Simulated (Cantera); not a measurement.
Input: 1 mol AlN, 0.022 mol Cl₂, a varied amount of H₂, held at 898 K and 13300 Pa.

Equilibrium computed with Cantera from the NASA thermochemical tables; the gas is ideal and each condensed phase is pure. Candidate condensed phases: Al, AlCl₃, AlN, NH₄Cl; 20 gas species. Equilibrium is a limit: real reactors are often held back by kinetics, nucleation or transport.

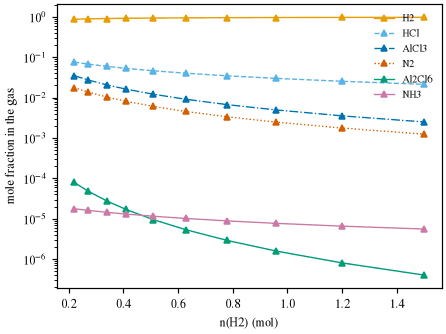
Figure. Equilibrium gas composition (values under 1e-9 drawn at 1e-9)

**Question.** Read off the mole fractions at 0.51 mol H₂.

**Answer.** H₂ about 0.94, HCl about 0.046, AlCl₃ about 0.012, N₂ about 0.0061, NH₃ about 1.2e-5, Al₂Cl₆ about 9.5e-6.
